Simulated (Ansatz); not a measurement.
# C2H9B2N: a few dozen steps of dynamics

Aim: follow C2H9B2N for 20 steps at constant energy (1500 K) and see how far bonds stretch and how energy moves between motion and potential.

Method: r2SCAN/def2-SVP with D3(BJ) dispersion; program: Ansatz 0.2.0, Gaussian basis.

### 1 The relaxed structure

The geometry comes from an earlier relaxation with PBE0-D4 in a triple-zeta def2 set; it is a stationary point, not always the lowest conformer.

SMILES `BN(B)CC`, 14 atoms, charge 0, spin multiplicity 1.

Atoms are counted from 1 here; the program's logs count them from 0.

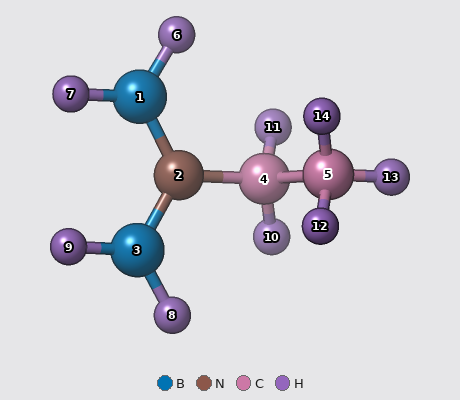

The geometry (boron blue, nitrogen brown, carbon pink, hydrogen purple); atoms are numbered from 1 in the order of the file.

### 2 The run

Input file in.yaml:

```yaml
crystal:
  periodic: [false, false, false]
  atoms:
    - {symbol: B, position_ang: [-0.931792, -0.269935, 1.552974]}
    - {symbol: N, position_ang: [-0.222414, -0.584487, 0.365675]}
    - {symbol: B, position_ang: [0.694907, -1.665537, 0.326764]}
    - {symbol: C, position_ang: [-0.418654, 0.240591, -0.832547]}
    - {symbol: C, position_ang: [0.542356, 1.410612, -0.872768]}
    - {symbol: H, position_ang: [-1.702431, 0.648134, 1.545748]}
    - {symbol: H, position_ang: [-0.749420, -0.927254, 2.531453]}
    - {symbol: H, position_ang: [1.272255, -1.903721, -0.696317]}
    - {symbol: H, position_ang: [0.869406, -2.316447, 1.310950]}
    - {symbol: H, position_ang: [-0.281710, -0.388781, -1.714691]}
    - {symbol: H, position_ang: [-1.449770, 0.600924, -0.842092]}
    - {symbol: H, position_ang: [1.577610, 1.060237, -0.875744]}
    - {symbol: H, position_ang: [0.382164, 2.012392, -1.770257]}
    - {symbol: H, position_ang: [0.404493, 2.054071, -0.000148]}
basis:
  gaussian: {orbitals: def2-SVP}
magnetization: {spin_polarized: true, initial_magnetization: 0}
hamiltonian: {xc: {name: r2SCAN}, dispersion: d3bj}
md: {timestep: 0.5 fs, n_steps: 20, ensemble: nve, temperature: 1500, initial_velocities: maxwell_boltzmann, seed: 120}
```

Command:

```console
ansatz run in.yaml --threads 4 --pin off --events-out ev --progress --plain --max-ram 10444MiB
```

The program printed:

```text
Warning: the engine holds no damping parameters fitted to this dispersion correction and functional, so the run takes those fitted to r2scan beside the three-body term, which d3bj leaves out (hamiltonian.dispersion, under Limitations)
Functional definition: r2SCAN
  name "r2SCAN"
  cite "Furness, Kaplan, Ning, Perdew & Sun, J. Phys. Chem. Lett. 11, 8208 (2020) doi:10.1021/acs.jpclett.0c02405"
  cite "Furness, Kaplan, Ning, Perdew & Sun, J. Phys. Chem. Lett. 11, 9248 (2020) doi:10.1021/acs.jpclett.0c03077"
  parent r2scan
  parameter k0 = 0.174
  parameter k1 = 0.065
  parameter a1 = 4.9479
  exchange = r2scan_x(k0 = k0, k1 = k1, a1 = a1)
  correlation = r2scan_c
1318 factors; their error is unknown
mean field evaluation 1: about -5049.4123 eV, gradient 4.0e1 eV
mean field evaluation 2: about -5038.8878 eV, gradient 6.1e1 eV
mean field evaluation 4: about -5057.3201 eV, gradient 3.3e0 eV
mean field evaluation 8: about -5057.3780 eV, gradient 5.5e-2 eV
mean field evaluation 16: about -5057.3217 eV, gradient 7.9e-5 eV
mean field -5057.32171791 eV, -185.8531451575 hartree, gradient 7.9e-5 eV, S^2 0.000000; 0 other end points of the search recorded, 0 dependent functions left out
the calculation of the forces begins
reference -5057.32173067 eV, -185.8531456264 hartree; 19, 19 occupied and 96, 96 virtual orbitals, 1318 factors
md step     0: t =     0.00 fs  T =  1500.0 K  F+E_penalty+E_count = -5057.40061911 eV  E_kin = 2.326680 eV  conserved = -5055.07393913 eV  (30 SCF iters)
these checks for a lower state are left out or cut short: starts, cluster_reference, orbital_swaps, neighbouring_geometries, increment
1318 factors; their error is unknown
mean field -5057.24718702 eV, -185.8504061977 hartree, gradient 1.9e-5 eV, S^2 0.000000; 0 other end points of the search recorded, 0 dependent functions left out
the calculation of the forces begins
reference -5057.24719980 eV, -185.8504066674 hartree; 19, 19 occupied and 96, 96 virtual orbitals, 1318 factors
md step     1: t =     0.50 fs  T =  1452.8 K  F+E_penalty+E_count = -5057.32597709 eV  E_kin = 2.253464 eV  conserved = -5055.07251290 eV  (33 SCF iters)
these checks for a lower state are left out or cut short: starts, cluster_reference, orbital_swaps, neighbouring_geometries, increment
1318 factors; their error is unknown
mean field -5057.06535860 eV, -185.8437241265 hartree, gradient 1.9e-5 eV, S^2 0.000000; 0 other end points of the search recorded, 0 dependent functions left out
the calculation of the forces begins
reference -5057.06537141 eV, -185.8437245972 hartree; 19, 19 occupied and 96, 96 virtual orbitals, 1318 factors
md step     2: t =     1.00 fs  T =  1337.6 K  F+E_penalty+E_count = -5057.14403503 eV  E_kin = 2.074731 eV  conserved = -5055.06930360 eV  (33 SCF iters)
[... from here on, the SCF cycles and remarks between the steps are left out ...]
md step     3: t =     1.50 fs  T =  1185.8 K  F+E_penalty+E_count = -5056.90456291 eV  E_kin = 1.839284 eV  conserved = -5055.06527922 eV  (33 SCF iters)
md step     4: t =     2.00 fs  T =  1036.5 K  F+E_penalty+E_count = -5056.66966004 eV  E_kin = 1.607808 eV  conserved = -5055.06185227 eV  (33 SCF iters)
md step     5: t =     2.50 fs  T =   923.0 K  F+E_penalty+E_count = -5056.49204363 eV  E_kin = 1.431743 eV  conserved = -5055.06030058 eV  (33 SCF iters)
md step     6: t =     3.00 fs  T =   860.6 K  F+E_penalty+E_count = -5056.39588033 eV  E_kin = 1.334893 eV  conserved = -5055.06098747 eV  (34 SCF iters)
md step     7: t =     3.50 fs  T =   843.3 K  F+E_penalty+E_count = -5056.37122075 eV  E_kin = 1.308075 eV  conserved = -5055.06314543 eV  (34 SCF iters)
md step     8: t =     4.00 fs  T =   850.7 K  F+E_penalty+E_count = -5056.38499236 eV  E_kin = 1.319490 eV  conserved = -5055.06550246 eV  (33 SCF iters)
md step     9: t =     4.50 fs  T =   859.2 K  F+E_penalty+E_count = -5056.39978098 eV  E_kin = 1.332650 eV  conserved = -5055.06713100 eV  (34 SCF iters)
md step    10: t =     5.00 fs  T =   851.3 K  F+E_penalty+E_count = -5056.38824522 eV  E_kin = 1.320457 eV  conserved = -5055.06778870 eV  (34 SCF iters)
md step    11: t =     5.50 fs  T =   818.8 K  F+E_penalty+E_count = -5056.33777628 eV  E_kin = 1.270075 eV  conserved = -5055.06770086 eV  (33 SCF iters)
md step    12: t =     6.00 fs  T =   761.3 K  F+E_penalty+E_count = -5056.24800571 eV  E_kin = 1.180829 eV  conserved = -5055.06717703 eV  (35 SCF iters)
md step    13: t =     6.50 fs  T =   683.6 K  F+E_penalty+E_count = -5056.12672619 eV  E_kin = 1.060416 eV  conserved = -5055.06631044 eV  (35 SCF iters)
md step    14: t =     7.00 fs  T =   595.3 K  F+E_penalty+E_count = -5055.98841389 eV  E_kin = 0.923429 eV  conserved = -5055.06498505 eV  (35 SCF iters)
md step    15: t =     7.50 fs  T =   510.8 K  F+E_penalty+E_count = -5055.85542552 eV  E_kin = 0.792291 eV  conserved = -5055.06313430 eV  (35 SCF iters)
md step    16: t =     8.00 fs  T =   449.1 K  F+E_penalty+E_count = -5055.75786371 eV  E_kin = 0.696678 eV  conserved = -5055.06118579 eV  (34 SCF iters)
md step    17: t =     8.50 fs  T =   429.4 K  F+E_penalty+E_count = -5055.72619557 eV  E_kin = 0.666067 eV  conserved = -5055.06012881 eV  (33 SCF iters)
md step    18: t =     9.00 fs  T =   461.3 K  F+E_penalty+E_count = -5055.77638545 eV  E_kin = 0.715583 eV  conserved = -5055.06080213 eV  (35 SCF iters)
md step    19: t =     9.50 fs  T =   538.3 K  F+E_penalty+E_count = -5055.89793552 eV  E_kin = 0.834926 eV  conserved = -5055.06300977 eV  (35 SCF iters)
these checks for a lower state are left out or cut short: starts, cluster_reference, orbital_swaps, neighbouring_geometries, increment
1318 factors; their error is unknown
mean field -5055.97953959 eV, -185.8038210137 hartree, gradient 2.7e-5 eV, S^2 0.000000; 0 other end points of the search recorded, 0 dependent functions left out
the calculation of the forces begins
reference -5055.97955286 eV, -185.8038215015 hartree; 19, 19 occupied and 96, 96 virtual orbitals, 1318 factors
1318 factors; their error is unknown
mean field evaluation 192: about -5055.9795 eV, gradient 2.0e-3 eV
mean field -5055.97953959 eV, -185.8038210137 hartree, gradient 3.2e-5 eV, S^2 0.000000; 1 other end points of the search recorded, 0 dependent functions left out
the calculation of the forces begins
reference -5055.97955286 eV, -185.8038215015 hartree; 19, 19 occupied and 96, 96 virtual orbitals, 1318 factors
md step    20: t =    10.00 fs  T =   639.1 K  F+E_penalty+E_count = -5056.05688542 eV  E_kin = 0.991259 eV  conserved = -5055.06562661 eV  (33 SCF iters)
Total energy: -5056.05689869 eV, -185.8066639083 hartree
Atom 0 at    -0.945303    -0.311532     1.668892 Å, force    -0.693060     2.111852    -1.579265 eV/Å
Atom 1 at    -0.321240    -0.639043     0.342087 Å, force     1.844626    -0.801429     0.618863 eV/Å
Atom 2 at     0.765225    -1.710302     0.336861 Å, force    -0.849562     1.552541     0.484527 eV/Å
Atom 3 at    -0.417799     0.254213    -0.901558 Å, force    -1.169073     1.632167     2.198016 eV/Å
Atom 4 at     0.580571     1.487642    -0.906490 Å, force    -1.806121    -0.353627    -1.704210 eV/Å
Atom 5 at    -1.521739     0.913964     1.918196 Å, force     1.088604    -2.114197    -0.834474 eV/Å
Atom 6 at    -1.117038    -1.096587     2.571812 Å, force     0.557122    -0.204416    -0.235193 eV/Å
Atom 7 at     1.352326    -2.072134    -0.760536 Å, force    -0.807980     0.528982     1.446583 eV/Å
Atom 8 at     1.113922    -2.013113     1.528592 Å, force    -0.339228    -0.315431    -1.509367 eV/Å
Atom 9 at    -0.355102    -0.331130    -1.807674 Å, force     0.506419    -0.544238    -0.377383 eV/Å
Atom 10 at    -1.473288     0.608721    -0.865911 Å, force     0.399793     0.167400    -0.237115 eV/Å
Atom 11 at     1.540329     1.079701    -0.863970 Å, force     2.234159    -0.741047     0.367248 eV/Å
Atom 12 at     0.597884     2.085866    -1.867078 Å, force    -0.504033    -0.839200     0.427513 eV/Å
Atom 13 at     0.483824     2.268352    -0.164030 Å, force    -0.461666    -0.079357     0.934257 eV/Å
Dipole moment:     0.034870     0.151923    -0.299186 e Å
```

Run time: 55 s. Hardware: 4 threads of AMD EPYC 7B13, shared host.

### 3 The trajectory

Step by step, with energies from the first frame:

```
time (fs)  T (K)  potential (meV)  conserved (meV)  B1–H6 (Å)
      0.0   1500              0.0             0.00      1.199
      0.5   1453             74.6             1.43      1.165
      1.0   1338            256.6             4.64      1.136
      1.5   1186            496.1             8.66      1.112
      2.0   1037            731.0            12.09      1.096
      2.5    923            908.6            13.64      1.090
      3.0    861           1004.7            12.95      1.095
      3.5    843           1029.4            10.79      1.109
      4.0    851           1015.6             8.44      1.132
      4.5    859           1000.8             6.81      1.161
      5.0    851           1012.4             6.15      1.194
      5.5    819           1062.8             6.24      1.229
      6.0    761           1152.6             6.76      1.263
      6.5    684           1273.9             7.63      1.294
      7.0    595           1412.2             8.95      1.323
      7.5    511           1545.2            10.80      1.346
      8.0    449           1642.8            12.75      1.365
      8.5    429           1674.4            13.81      1.377
      9.0    461           1624.2            13.14      1.383
      9.5    538           1502.7            10.93      1.383
     10.0    639           1343.7             8.31      1.377
```

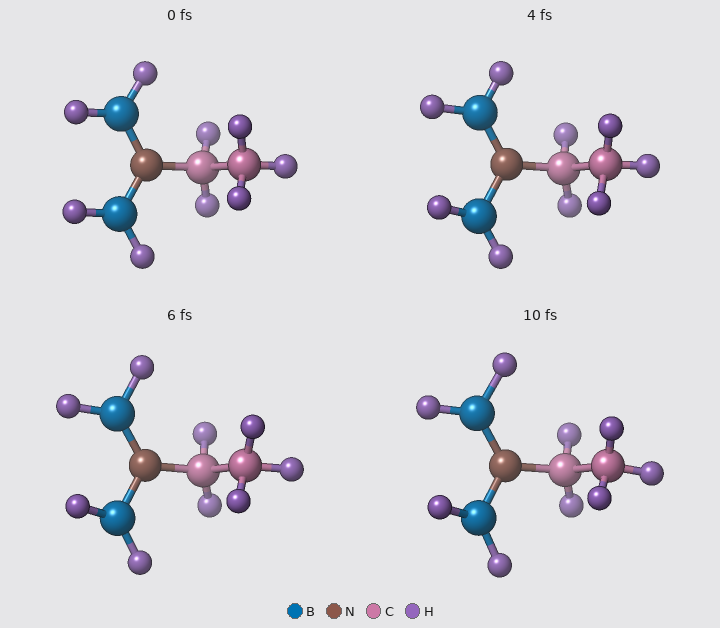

Four frames; sticks are those of the first frame.

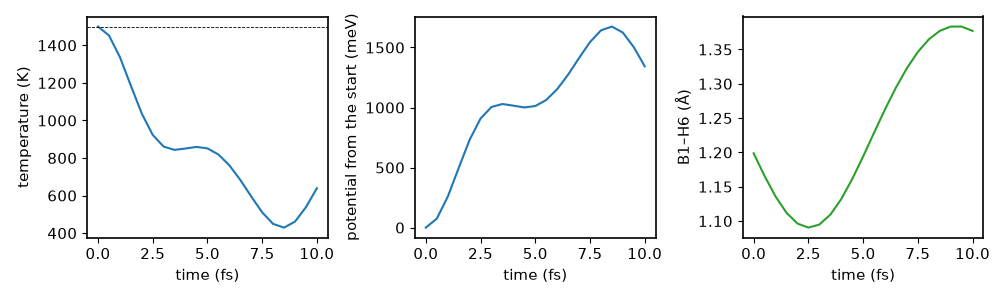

Temperature (the set value dashed), potential energy and the bond that swings most.

Positions (Å) and forces (eV/Å) at 10.0 fs:

```xyz
14

B    -0.945   -0.312    1.669   -0.693    2.112   -1.579
N    -0.321   -0.639    0.342    1.845   -0.801    0.619
B     0.765   -1.710    0.337   -0.850    1.553    0.485
C    -0.418    0.254   -0.902   -1.169    1.632    2.198
C     0.581    1.488   -0.906   -1.806   -0.354   -1.704
H    -1.522    0.914    1.918    1.089   -2.114   -0.834
H    -1.117   -1.097    2.572    0.557   -0.204   -0.235
H     1.352   -2.072   -0.761   -0.808    0.529    1.447
H     1.114   -2.013    1.529   -0.339   -0.315   -1.509
H    -0.355   -0.331   -1.808    0.506   -0.544   -0.377
H    -1.473    0.609   -0.866    0.400    0.167   -0.237
H     1.540    1.080   -0.864    2.234   -0.741    0.367
H     0.598    2.086   -1.867   -0.504   -0.839    0.428
H     0.484    2.268   -0.164   -0.462   -0.079    0.934
```

### 4 Results

```
                              quantity                          value
                                length             20 steps of 0.5 fs
     temperature, first and last frame                    1500, 639 K
              temperature, second half  mean 613 K, from 429 to 851 K
                swing of the potential                       1674 meV
largest change of the conserved energy                      13.81 meV
                        range of B1–H6               1.090 to 1.383 Å
```

In words: From 1500 K at the start the temperature swings between 429 and 1500 K: with 14 atoms it has no steady value yet; starting near a minimum, about half of the kinetic energy flows into the potential. The conserved energy moves by 13.81 meV, 0.8 % of the potential's swing, so the step is short enough for this stretch. B1–H6 swings most, by 0.29 Å; no bond breaks. A run of 10 fs gives no averages.
